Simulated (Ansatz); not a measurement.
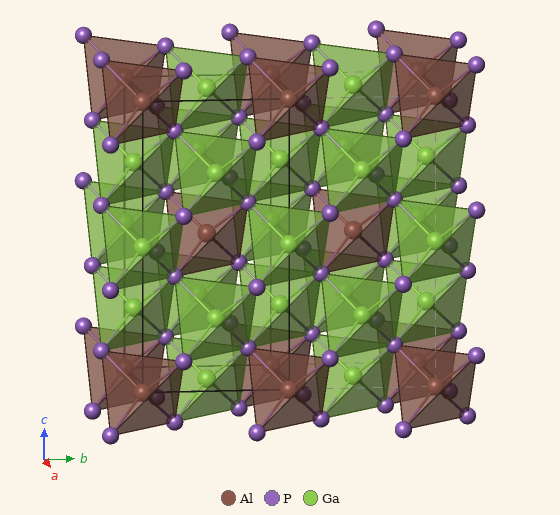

Polyhedra are drawn about Al and Ga (bonds: Al–P below 2.7 Å and Ga–P below 2.7 Å); other atoms are plain spheres.

The compound is AlGa₃P₄ (space group I-42m, No. 121), taken as coordinates from a relaxation with Ansatz, DFT, PBE, plane waves, PAW; the starting structure was generated, so it need not be a known form of this composition.

What figure surrounds each Al or Ga atom, and what does it share with the other drawn polyhedra?

Al: AlP4 tetrahedron, sharing corners with twelve neighbours; Ga(2b): GaP4 tetrahedron, sharing corners with twelve neighbours; Ga(4d): GaP4 tetrahedron, sharing corners with twelve neighbours.

How do these polyhedra hang together as a whole?

They form a three-dimensional framework of corner-sharing tetrahedra.
